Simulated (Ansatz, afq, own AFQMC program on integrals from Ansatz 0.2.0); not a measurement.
# SiHO (doublet): quantum Monte Carlo beside coupled cluster at distance Si1–O2 = 1.650 Å, cc-pVDZ, part 2 of 2

Ansatz 0.2.0, Gaussian basis, and an in-house AFQMC program (afq) on its integrals; all values are calculated; cc-pVDZ, frozen cores.

## (9) CCSDT(Q) on UHF

The input, in.yaml:

```yaml
crystal:
  periodic: [false, false, false]
  atoms:
    - {symbol: Si, position_ang: [0.000000, 0.030957, 0.632254]}
    - {symbol: O, position_ang: [0.000000, -0.098798, -1.012863]}
    - {symbol: H, position_ang: [0.000000, 0.705682, -1.539731]}
basis:
  gaussian: {orbitals: cc-pVDZ}
magnetization: {spin_polarized: true, initial_magnetization: 1}
correlation: {method: ccsdt_q, electrons: outside_noble_gas}
```

On the command line:

```bash
$ ansatz run in.yaml --threads 1 --pin off --events-out ev --progress --plain --max-ram 1382MiB
```

Standard output (excerpt; [...] marks lines left out):

```text
Functional definition: HF
  name "HF"
  cite "Fock, Z. Phys. 61, 126 (1930) doi:10.1007/BF01340294"
  parent pbe
[...]
655 factors; integrals over basis functions are off by at most 1.7e-7 eV
[...]
mean field -9914.62063091 eV, -364.3555878145 hartree, gradient 9.3e-6 eV, S^2 0.769686; 8 other end points of the search recorded, 0 dependent functions left out
determinant -9914.62063091 eV, -364.3555878145 hartree, with singles and doubles -9921.99671403 eV, -364.6266538698 hartree
determinant -9914.24897634 eV, -364.3419297611 hartree, with singles and doubles -9921.57839491 eV, -364.6112809257 hartree
determinant -9914.62063091 eV, -364.3555878145 hartree, with singles and doubles -9921.99688704 eV, -364.6266602278 hartree
determinant -9914.24897634 eV, -364.3419297611 hartree, with singles and doubles -9921.57862254 eV, -364.6112892909 hartree
6 core orbitals not correlated: weight in the atoms' cores, before any rotation towards them, 1.000 or more for the frozen orbitals, at most 0.000 for the correlated occupied ones
reference -9914.62063091 eV, -364.3555878145 hartree; 6, 5 occupied and 25, 26 virtual orbitals, 655 factors
second order -6.84776550 eV of doubles, -0.00000000 eV of singles
cycle   1  -7.04267078 eV  change   -1.9e-1 eV  update   9.3e-2
[...]
cycle  17  -7.57732940 eV  change    4.4e-8 eV  update   6.3e-7
perturbative correction -0.02229174 eV, -0.0008192064 hartree
Total energy: -9922.22025204 eV, -364.6348687402 hartree
```

It took 12 s on 1 thread of Arm Neoverse V2, shared host.

From the report: ⟨S²⟩ of the determinant 0.770 (pure doublet: 0.75); correlation -7.5996 eV; T1 0.021; largest double amplitude 0.10.

## (10) Phaseless AFQMC, CISD trial on UHF

It reads the integrals that the CCSD(T) run on this determinant wrote.

On the command line:

```bash
$ afq ham --method phaseless --trial cisd --walkers 60 --populations 1 --least-time 40 --time-step 0.005 --steps-per-block 50 --equilibration-blocks 28 --max-blocks 300 --target-error 0.0004 --factor-cut 1e-05 --start spin_pure --seed 6440 --release-times 0.24,0.51,0.99,1.62,2.4 --release-step 0.03 --release-every 4 --taylor-order 6
```

Standard output:

```text
orbitals 31  electrons 6 5  factors 225 of 357
reference energy -364.35558513 Eh
CCSD correlation -0.27107164 Eh in 12 cycles, weight of the determinant in the CISD state 0.8882
energy of the start -364.625752 Eh
 block  time / (1/Eh)  mean weight  energy / Eh
     1     0.250  0.9962  -364.627162
     2     0.500  1.0023  -364.631344
     3     0.750  1.0027  -364.633327
     4     1.000  0.9968  -364.638290
     5     1.250  0.9996  -364.636852
     6     1.500  1.0011  -364.631443
     7     1.750  1.0000  -364.625959
     8     2.000  0.9986  -364.625972
     9     2.250  1.0004  -364.629367
    10     2.500  0.9996  -364.628955
    17     4.250  0.9998  -364.637545
    25     6.250  0.9992  -364.638691
    33     8.250  1.0005  -364.638905
    41    10.250  0.9997  -364.633381
    49    12.250  0.9980  -364.625946
    57    14.250  1.0006  -364.632652
    65    16.250  0.9998  -364.629240
    73    18.250  1.0010  -364.634921
    81    20.250  0.9985  -364.637077
    89    22.250  1.0006  -364.643622
    97    24.250  1.0006  -364.633208
   105    26.250  0.9987  -364.636604
   113    28.250  1.0009  -364.630099
   121    30.250  0.9990  -364.632343
   129    32.250  1.0001  -364.628928
   137    34.250  0.9959  -364.651915
   145    36.250  1.0028  -364.641120
   153    38.250  0.9998  -364.650778
   161    40.250  0.9985  -364.632812
   169    42.250  1.0002  -364.644976
   177    44.250  0.9997  -364.635518
   185    46.250  0.9983  -364.632911
   193    48.250  0.9988  -364.639747
   201    50.250  1.0010  -364.625188
   209    52.250  0.9985  -364.637783
   217    54.250  0.9990  -364.636938
   225    56.250  1.0011  -364.642281
   233    58.250  1.0036  -364.633652
   241    60.250  1.0008  -364.629890
   249    62.250  0.9978  -364.629425
   257    64.250  1.0014  -364.627756
   265    66.250  1.0002  -364.633987
   273    68.250  1.0018  -364.636783
   281    70.250  0.9994  -364.644370
   289    72.250  1.0024  -364.640040
   297    74.250  0.9948  -364.634066
   305    76.250  1.0004  -364.637674
   313    78.250  1.0009  -364.643748
   321    80.250  0.9965  -364.624439
blocks merged  error / Eh  count
     1  0.000422  300
     2  0.000498  150
     4  0.000631  75
     8  0.000675  37
    16  0.000624  18
    32  0.000525  9
released: time / (1/Eh)  energy / Eh  error  mean overlap
  0.24  -364.634564  0.000544  0.9933
  0.51  -364.635308  0.000546  0.9786
  0.99  -364.635354  0.000455  0.9878
  1.62  -364.635752  0.000702  0.9868
  2.40  -364.635200  0.000805  0.9947
energy -364.634360 +/- 0.000675 Eh
```

Run time: 4.4 min. Hardware: 1 thread of Arm Neoverse V2, shared host.

Energy -9922.2064 ± 0.0184 eV. Caveats: constraint bias not in the error; error above the target.

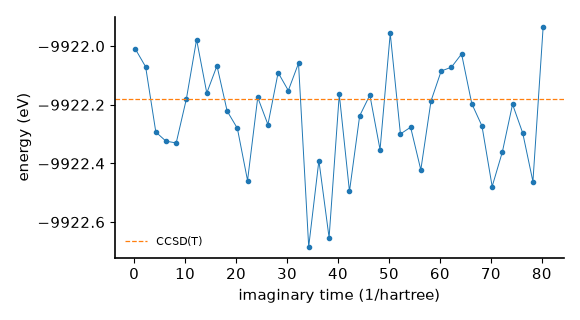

Block energies along the walk.

## (11) Phaseless AFQMC, single-determinant trial on UHF

It reads the integrals that the CCSD(T) run on this determinant wrote.

On the command line:

```bash
$ afq ham --method phaseless --trial hf --walkers 120 --populations 1 --least-time 40 --time-step 0.005 --steps-per-block 20 --equilibration-blocks 112 --max-blocks 600 --target-error 0.0012000000000000001 --factor-cut 1e-05 --start spin_pure --seed 3936 --taylor-order 6
```

Standard output:

```text
orbitals 31  electrons 6 5  factors 225 of 357
reference energy -364.35558513 Eh
CCSD correlation -0.27107164 Eh in 12 cycles, weight of the determinant in the CISD state 0.8882
energy of the start -364.355871 Eh
 block  time / (1/Eh)  mean weight  energy / Eh
     1     0.100  1.0019  -364.427221
     2     0.200  1.0041  -364.477020
     3     0.300  1.0013  -364.524303
     4     0.400  1.0024  -364.530279
     5     0.500  1.0030  -364.546263
     6     0.600  0.9993  -364.584005
     7     0.700  0.9994  -364.567276
     8     0.800  1.0000  -364.601337
     9     0.900  1.0020  -364.581024
    10     1.000  0.9979  -364.579759
    18     1.800  1.0006  -364.601669
    35     3.500  0.9988  -364.597125
    52     5.200  1.0004  -364.644991
    69     6.900  0.9998  -364.706072
    86     8.600  1.0017  -364.688003
   103    10.300  1.0006  -364.641009
   120    12.000  1.0022  -364.627868
   137    13.700  0.9991  -364.661167
   154    15.400  0.9989  -364.605664
   171    17.100  1.0020  -364.630780
   188    18.800  1.0003  -364.634740
   205    20.500  1.0005  -364.623767
   222    22.200  0.9980  -364.624697
   239    23.900  0.9996  -364.621748
   256    25.600  1.0018  -364.655416
   273    27.300  0.9987  -364.634706
   290    29.000  1.0006  -364.634047
   307    30.700  0.9999  -364.609615
   324    32.400  1.0007  -364.602496
   341    34.100  1.0006  -364.632060
   358    35.800  0.9996  -364.645347
   375    37.500  0.9997  -364.645273
   392    39.200  1.0019  -364.660450
   409    40.900  1.0013  -364.648500
   426    42.600  0.9992  -364.586734
   443    44.300  1.0017  -364.601028
   460    46.000  0.9998  -364.645884
   477    47.700  0.9988  -364.645519
   494    49.400  1.0003  -364.615666
   511    51.100  1.0027  -364.680585
   528    52.800  1.0012  -364.635789
   545    54.500  0.9991  -364.678886
   562    56.200  0.9955  -364.672566
   579    57.900  0.9970  -364.600680
   596    59.600  0.9998  -364.647018
   613    61.300  0.9992  -364.607769
   630    63.000  0.9975  -364.607669
   647    64.700  0.9986  -364.620244
   664    66.400  1.0002  -364.620984
   681    68.100  0.9975  -364.642741
   698    69.800  0.9985  -364.644452
blocks merged  error / Eh  count
     1  0.001251  600
     2  0.001656  300
     4  0.002131  150
     8  0.002563  75
    16  0.003090  37
    32  0.003151  18
    64  0.003817  9
energy -364.633978 +/- 0.003151 Eh
```

It took 2.8 min on 1 thread of Arm Neoverse V2, shared host.

Energy -9922.1960 ± 0.0857 eV. Caveats: constraint bias not in the error; error above the target.

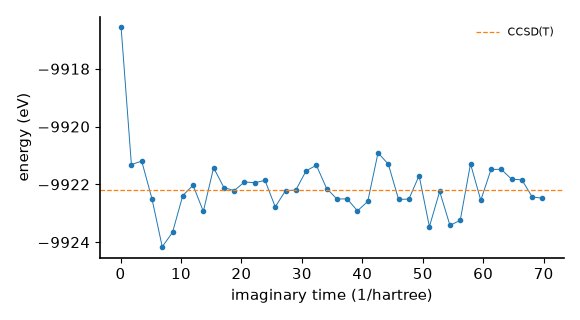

Block energies along the walk.

## (12) Free-projection AFQMC, CISD trial on UHF

It reads the integrals that the CCSD(T) run on this determinant wrote.

On the command line:

```bash
$ afq ham --method free --trial cisd --walkers 60 --time-step 0.03 --max-blocks 80 --target-error 0.0004 --factor-cut 1e-05 --seed 618 --times 0,0.21,0.42,0.81,1.2,1.8,2.4,3 --taylor-order 8
```

Standard output:

```text
orbitals 31  electrons 6 5  factors 225 of 357
reference energy -364.35558513 Eh
CCSD correlation -0.27107164 Eh in 12 cycles, weight of the determinant in the CISD state 0.8882
repeat  energy at the last time / Eh  error
    10  -364.633442  0.001376
    20  -364.634601  0.001067
    30  -364.634169  0.000804
    40  -364.634596  0.000667
    50  -364.634390  0.000582
    60  -364.634541  0.000550
    70  -364.634557  0.000542
    80  -364.634655  0.000501
time / (1/Eh)  energy / Eh  error  mean overlap
  0.00  -364.626150  0.000266  1.1237
  0.21  -364.630154  0.000299  1.1276
  0.42  -364.632247  0.000264  1.1235
  0.81  -364.634317  0.000369  1.1109
  1.20  -364.634971  0.000417  1.1033
  1.80  -364.634788  0.000479  1.1237
  2.40  -364.634387  0.000492  1.1201
  3.00  -364.634655  0.000501  1.1013
energy -364.634655 +/- 0.000501 Eh
```

Run time: 2.4 min. Hardware: 1 thread of Arm Neoverse V2, shared host.

Energy -9922.2144 ± 0.0136 eV. Caveats: remainder of the start not in the error.

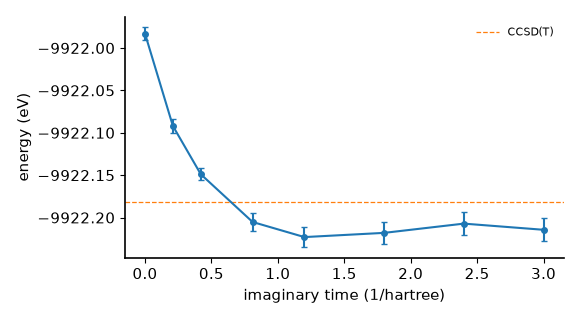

Energy against projection time, with error bars.

## (13) AFQMC on the ladder

On the UHF determinant, counted from CCSDT(Q) (a yardstick, not exact):

| level | energy (eV) | from CCSDT(Q) (meV) | statistical error (meV) | time |
| --- | --- | --- | --- | --- |
| HF | -9914.6206 | +7599.7 |  |  |
| MP2 | -9921.4683 | +752.0 |  |  |
| CCSD | -9921.9968 | +223.5 |  |  |
| CCSD(T) | -9922.1815 | +38.7 |  |  |
| CCSDT(Q) | -9922.2203 | 0.0 |  |  |
| Phaseless AFQMC, CISD trial, step 0.005, 60 walkers | -9922.2064 | +13.8 | 18.4 | 4.4 min |
| Phaseless AFQMC, single-determinant trial, step 0.005, 120 walkers | -9922.1960 | +24.2 | 85.7 | 2.8 min |
| Free-projection AFQMC, CISD trial, step 0.03, 60 walkers | -9922.2144 | +5.8 | 13.6 | 2.4 min |

The functionals' totals stand on their own zeros and serve differences with other points: PBE -9933.515 eV; r2SCAN -9937.903 eV; PBE0 -9934.196 eV; B3LYP -9940.246 eV; wB97M-V -9938.647 eV; B2PLYP -9934.628 eV.

## (14) Outcome

The summary covers parts 1 to 2.

```
                                                      quantity             value
                                  CCSD(T) on UHF from CCSDT(Q)         +38.7 meV
              Phaseless AFQMC, CISD trial on UHF from CCSDT(Q)  +13.8 ± 18.4 meV
Phaseless AFQMC, single-determinant trial on UHF from CCSDT(Q)  +24.2 ± 85.7 meV
        Free-projection AFQMC, CISD trial on UHF from CCSDT(Q)   +5.8 ± 13.6 meV
```

On UHF the phaseless walk with the CISD trial lies +13.8 meV from CCSDT(Q), within three error bars. Free projection has no constraint; at the last time it gives +5.8 ± 13.6 meV, and from a start that isn't spin pure other spins can mix in. Error bars are statistical and leave out the constraint, the time step and what remains of the start.
